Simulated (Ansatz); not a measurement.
```yaml
atoms:
  - { symbol: B, position_ang: [-0.1169, -1.2429, 0.4805] }
  - { symbol: S, position_ang: [0.9806, -0.0010, -2.1406] }
  - { symbol: F, position_ang: [-0.8696, -2.1859, -0.0671] }
  - { symbol: F, position_ang: [1.1225, -1.5985, 0.8035] }
  - { symbol: H, position_ang: [0.7993, 1.3177, -1.9021] }
  - { symbol: Si, position_ang: [-0.8714, 0.5790, 0.9742] }
  - { symbol: H, position_ang: [2.1560, -0.0200, -1.4720] }
  - { symbol: H, position_ang: [0.2207, 1.5952, 1.0500] }
  - { symbol: H, position_ang: [-1.8752, 1.0253, -0.0355] }
  - { symbol: H, position_ang: [-1.5458, 0.5310, 2.3093] }
```

Method: RKS B3LYP-D4/def2-SVP (Ansatz).

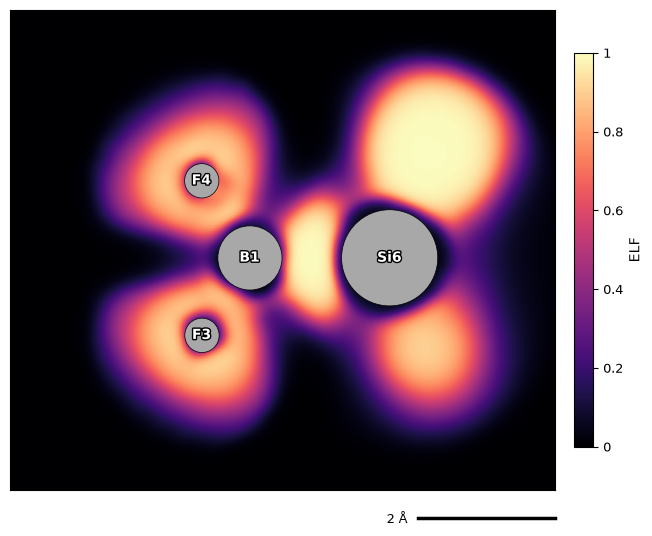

BF$_{2}$H$_{3}$Si···H$_{2}$S. Electron localisation function on the plane of atoms F3, B1 and Si6. Grey discs cover the atomic cores.

Q: What do the fields say about this system?

A:
- Atoms in the plane: B, F and Si.
- B–F (1.32 Å): the ELF peaks at about 0.85 between the atoms; a polar covalent bond.
- Si–B (2.03 Å): the ELF peaks at about 1 between the atoms (localised, covalent bonding).
- The ELF also peaks beside F3 and F4, away from the bonds: lone-pair regions.
